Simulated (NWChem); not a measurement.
# SnSiH6 (SMILES [SiH3][SnH3]): levels of theory compared

Wanted: a comparison of 3 runs (HF/STO-3G, HF/3-21G, TPSS/def2-SVPD) of SnSiH6. 

Program for the calculation: NWChem 7.3.0.

## (1) The system as given

The species is SnSiH6 (8 atoms), meant as a singlet with charge 0. As SMILES, `[SiH3][SnH3]`. The shape is that of a PBE0-D4/def2-TZVP optimisation.

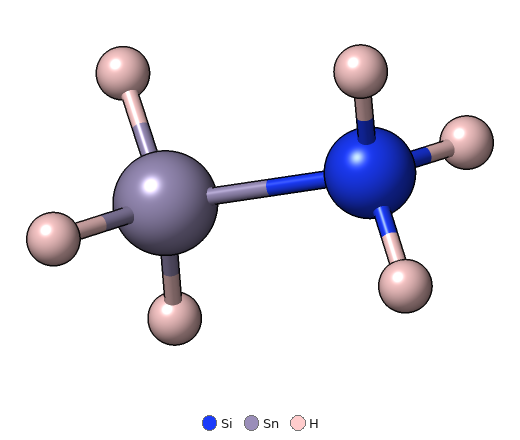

Viewed from a chosen angle; silicon blue, tin purple, hydrogen pink.

## (2) Energy and gradient at HF/STO-3G (run 1)

Input file calc.nw:

```
START calc
TITLE "H6SiSn gradient"
memory total 2200 mb
charge 0

GEOMETRY units angstrom noautosym nocenter noautoz
Si   -0.621900    0.121300   -1.152100
Sn    0.611700   -0.129400    1.077500
H    -2.070400    0.355200   -0.912500
H    -0.465000   -1.112000   -1.967300
H    -0.071600    1.272400   -1.915300
H     0.450400    1.285900    2.019300
H     2.276200   -0.410700    0.820500
H    -0.017200   -1.439600    1.974000
END

BASIS spherical bse
* library STO-3G
END

SCF
thresh 1e-08
maxiter 80
END

TASK scf gradient
```

The run is started by

```console
$ nwchem calc.nw > calc.out
```

Output:

```text
[...]
  functions       =    42
[...]
  wavefunction    = RHF
[...]
         Total SCF energy =  -6252.406885212111
      One-electron energy =  -9125.316294134394
      Two-electron energy =   2634.650485754044
 Nuclear repulsion energy =    238.258923168240
        Time for solution =      4.4s
[...]
                         RHF ENERGY GRADIENTS
    atom               coordinates                        gradient
                 x          y          z           x          y          z
   1 Si     -1.175221   0.229224  -2.177153    0.005197  -0.001105   0.009349
   2 Sn      1.155945  -0.244531   2.036180   -0.007995   0.001572  -0.014500
   3 H      -3.912489   0.671231  -1.724375   -0.031147   0.004966   0.008425
   4 H      -0.878723  -2.101375  -3.717658    0.005198  -0.028256  -0.015481
   5 H      -0.135304   2.404487  -3.619392    0.014117   0.025748  -0.014289
   6 H       0.851133   2.429999   3.815924   -0.002118   0.021784   0.015219
   7 H       4.301394  -0.776110   1.550520    0.026065  -0.004416  -0.003264
   8 H      -0.032503  -2.720450   3.730319   -0.009318  -0.020293   0.014542
[...]
```

Wall time 7.2 s (1 thread of Intel Xeon Platinum 8259CL at 2.50GHz (Skylake/Cascade Lake), shared host); peak memory 0.1 GiB.

## (3) Energy and forces at HF/3-21G (run 2)

Input file input.nw:

```
start input
title "H6SiSn gradient"
memory stack 880 mb heap 220 mb global 1100 mb
charge 0

geometry units angstroms noautosym nocenter noautoz
Si    -0.621900     0.121300    -1.152100
Sn     0.611700    -0.129400     1.077500
H     -2.070400     0.355200    -0.912500
H     -0.465000    -1.112000    -1.967300
H     -0.071600     1.272400    -1.915300
H      0.450400     1.285900     2.019300
H      2.276200    -0.410700     0.820500
H     -0.017200    -1.439600     1.974000
end

basis spherical bse
* library 3-21G
end

scf
thresh 1e-08
maxiter 80
noprint "final vectors analysis"
end

task scf gradient
```

The run is started by

```console
$ nwchem input.nw > input.out
```

Output:

```text
[...]
  functions       =    56
[...]
  wavefunction    = RHF
[...]
         Total SCF energy =  -6287.110675854019
      One-electron energy =  -9151.398052630655
      Two-electron energy =   2626.028453608396
 Nuclear repulsion energy =    238.258923168240
        Time for solution =      5.0s
[...]
                         RHF ENERGY GRADIENTS
    atom               coordinates                        gradient
                 x          y          z           x          y          z
   1 Si     -1.175221   0.229224  -2.177153    0.005330  -0.001094   0.009625
   2 Sn      1.155945  -0.244531   2.036180   -0.002080   0.000403  -0.003790
   3 H      -3.912489   0.671231  -1.724375    0.000710  -0.000122   0.000227
   4 H      -0.878723  -2.101375  -3.717658    0.000111   0.000427   0.000606
   5 H      -0.135304   2.404487  -3.619392   -0.000033  -0.000448   0.000596
   6 H       0.851133   2.429999   3.815924    0.001218  -0.008063  -0.004779
   7 H       4.301394  -0.776110   1.550520   -0.009129   0.001532   0.002023
   8 H      -0.032503  -2.720450   3.730319    0.003874   0.007365  -0.004508
[...]
```

Run time: 8.1 s. Hardware: 1 thread of Intel Xeon Platinum 8259CL at 2.50GHz (Skylake/Cascade Lake), shared host; peak memory 0.1 GiB.

## (4) Energy and gradient at TPSS/def2-SVPD (core potential) (run 3)

Input file h6sisn.nw:

```
start h6sisn
title "H6SiSn gradient"
memory 2200 mb
charge 0

geometry units angstroms noautosym nocenter noautoz
  Si   -0.621900    0.121300   -1.152100
  Sn    0.611700   -0.129400    1.077500
  H    -2.070400    0.355200   -0.912500
  H    -0.465000   -1.112000   -1.967300
  H    -0.071600    1.272400   -1.915300
  H     0.450400    1.285900    2.019300
  H     2.276200   -0.410700    0.820500
  H    -0.017200   -1.439600    1.974000
end

basis spherical bse
  * library def2-SVPD
end

ecp bse
  Sn library def2-SVPD
end

dft
  xc xtpss03 ctpss03
  mult 1
  grid fine
  convergence energy 1e-08
  iterations 100
  mulliken
  print low
end

task dft gradient
```

The run is started by

```console
$ nwchem h6sisn.nw > h6sisn.out
```

Output:

```text
[...]
 d= 0,ls=0.0,diis     1   -507.1972843986 -6.25D+02  7.86D-03  1.31D-01     5.4
[...]
 d= 0,ls=0.0,diis     7   -507.2226794580 -8.55D-09  1.13D-06  4.53D-09    31.7
         Total DFT energy =     -507.222679457955
      One electron energy =    -1015.931946432151
           Coulomb energy =      431.753755639080
    Exchange-Corr. energy =      -41.084682177086
 Nuclear repulsion energy =      118.040193512202
[...]
      Total Density - Mulliken Population Analysis
     ---------------------------------------------
    Atom       Charge   Shell Charges
 -----------   ------   -------------------------------------------------------
    1 Si  14    14.57   2.00  1.98  1.06  0.55 -0.04  5.92  1.30  1.59  0.12  0.07
    2 Sn  22    21.70   0.42  1.60  1.13  0.15  0.01  2.77  3.24  1.67  0.57  9.67  0.44  0.02
    3 H    1     0.87   0.75  0.13  0.01 -0.02
    4 H    1     0.87   0.75  0.13  0.01 -0.02
    5 H    1     0.87   0.75  0.13  0.01 -0.02
    6 H    1     1.04   0.70  0.32  0.01  0.01
    7 H    1     1.04   0.70  0.32  0.01  0.01
    8 H    1     1.04   0.70  0.32  0.01  0.01
[...]
                         DFT ENERGY GRADIENTS
    atom               coordinates                        gradient
                 x          y          z           x          y          z
   1 Si     -1.175221   0.229224  -2.177153    0.000951  -0.000210   0.001717
   2 Sn      1.155945  -0.244531   2.036180   -0.000077  -0.000001  -0.000152
   3 H      -3.912489   0.671231  -1.724375    0.001601  -0.000263  -0.000025
   4 H      -0.878723  -2.101375  -3.717658   -0.000040   0.001241   0.001048
   5 H      -0.135304   2.404487  -3.619392   -0.000441  -0.001184   0.001000
   6 H       0.851133   2.429999   3.815924    0.000169  -0.002569  -0.001968
   7 H       4.301394  -0.776110   1.550520   -0.003200   0.000544   0.000250
   8 H      -0.032503  -2.720450   3.730319    0.001037   0.002442  -0.001870
 Task  times  cpu:       46.3s     wall:       46.3s
 Total times  cpu:       46.4s     wall:       46.4s
```

Run time: 47 s. Hardware: 1 thread of Intel Xeon Platinum 8259CL at 2.50GHz (Skylake/Cascade Lake), shared host; peak memory 0.13 GiB.

## (5) All runs side by side

```tsv
run	level	iteration cap	module	energy (Eh)	dipole moment (D)	largest force (eV/Å)	wall time
1	HF/STO-3G	80	scf	-6252.406885	0.12	1.679	7.2 s
2	HF/3-21G	80	scf	-6287.110676	0.10	0.569	8.1 s
3	TPSS/def2-SVPD (core potential)	100	dft	-507.222679	–	0.167	47 s
```

## (6) Results

```
                       quantity          value
            run 3: total energy  -507.22268 Eh
run 3: largest force on an atom     0.167 eV/Å
```

What this shows: Some runs of one species differ in core potentials or relativity; totals across that change don't compare. In run 1 the basis is minimal, so the values are rough. In runs 1, 2 relativity is left out where basis or elements ask for it. All runs together took 62 s, the longest 47 s.
